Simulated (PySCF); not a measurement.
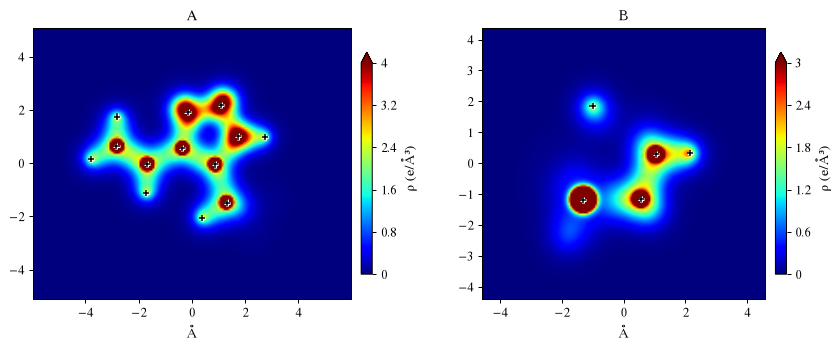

The electron density of 2 systems, each on a plane through atoms (crosses mark nuclei in the plane).

All numbers below come from CAM-B3LYP/def2-SVPD, SCF density, gas phase in PySCF 2.14.0.

System 1: C4H9BrOSi (SMILES Br[SiH]1CCOCC1), the plane of atoms C7, C6 and H14. Geometry: PBE0-D3(BJ)/def2-SVP.

```xyz
16

Br    0.8832   -0.4137    3.1446
Si    0.3572   -1.0867    1.0677
C    -1.3761   -0.4919    0.6633
C    -1.3397    1.0025    0.3262
O    -0.4244    1.3196   -0.6904
C     0.9271    1.2669   -0.3144
C     1.4485   -0.1637   -0.1475
H     0.5170   -2.5679    1.0353
H    -1.7322   -1.0583   -0.2151
H    -2.0787   -0.6875    1.4888
H    -2.3247    1.3367   -0.0344
H    -1.1121    1.5855    1.2425
H     1.0872    1.8354    0.6249
H     1.4856    1.7870   -1.1080
H     1.3951   -0.6882   -1.1178
H     2.5029   -0.1639    0.1709
```

System 2: C7H11N3 (SMILES C=Cc1nn[nH]c1C(C)C), the plane of atoms C2, C1 and H12. Geometry: PBE0-D3(BJ)/def2-SVP.

```yaml
atoms:
  - { symbol: C, position_ang: [3.4315, -0.3410, -1.1555] }
  - { symbol: C, position_ang: [2.1549, -0.4968, -0.7869] }
  - { symbol: C, position_ang: [1.3162, 0.5685, -0.2592] }
  - { symbol: N, position_ang: [1.7594, 1.8487, -0.0772] }
  - { symbol: N, position_ang: [0.8128, 2.5729, 0.3987] }
  - { symbol: N, position_ang: [-0.2583, 1.7890, 0.5344] }
  - { symbol: C, position_ang: [-0.0118, 0.5149, 0.1433] }
  - { symbol: C, position_ang: [-1.0287, -0.5806, 0.1645] }
  - { symbol: C, position_ang: [-2.1347, -0.3348, -0.8646] }
  - { symbol: C, position_ang: [-1.5969, -0.7998, 1.5674] }
  - { symbol: H, position_ang: [4.0138, -1.1785, -1.5446] }
  - { symbol: H, position_ang: [3.9171, 0.6346, -1.0723] }
  - { symbol: H, position_ang: [1.6810, -1.4801, -0.8753] }
  - { symbol: H, position_ang: [-1.1151, 2.1807, 0.9049] }
  - { symbol: H, position_ang: [-0.4926, -1.4974, -0.1288] }
  - { symbol: H, position_ang: [-2.7192, 0.5654, -0.6135] }
  - { symbol: H, position_ang: [-2.8330, -1.1849, -0.8959] }
  - { symbol: H, position_ang: [-1.7169, -0.1929, -1.8717] }
  - { symbol: H, position_ang: [-2.1670, 0.0786, 1.9123] }
  - { symbol: H, position_ang: [-0.7975, -0.9904, 2.2979] }
  - { symbol: H, position_ang: [-2.2853, -1.6582, 1.5769] }
```

Which map belongs to which system?

Panel A is system 2, C7H11N3: the plane holds C, N and H. N–N (1.28 Å): the density is about 2.9 e/Å³ at the midpoint. Panel B is system 1, C4H9BrOSi: the plane holds Si, C and H. C–C (1.53 Å): the density is about 1.6 e/Å³ at the midpoint.
